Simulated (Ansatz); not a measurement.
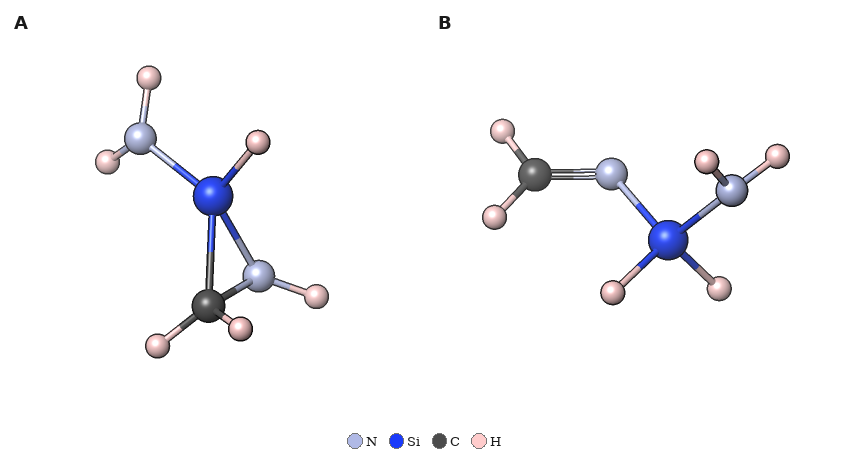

2 stationary structures of one formula. Geometries: PBE-D4/def2-SVP. Electronic energies: PBE-D4/def2-SVP (Ansatz 0.2.0), without zero-point energy. No frequency run is at hand to confirm each as a minimum. Each is one conformer, not always the lowest.

Rank them by energy, lowest first.

B is lowest; A lies 11.2 kcal/mol above it. A is `N[Si@H]1CN1`, B is `C=N[SiH2]N`.
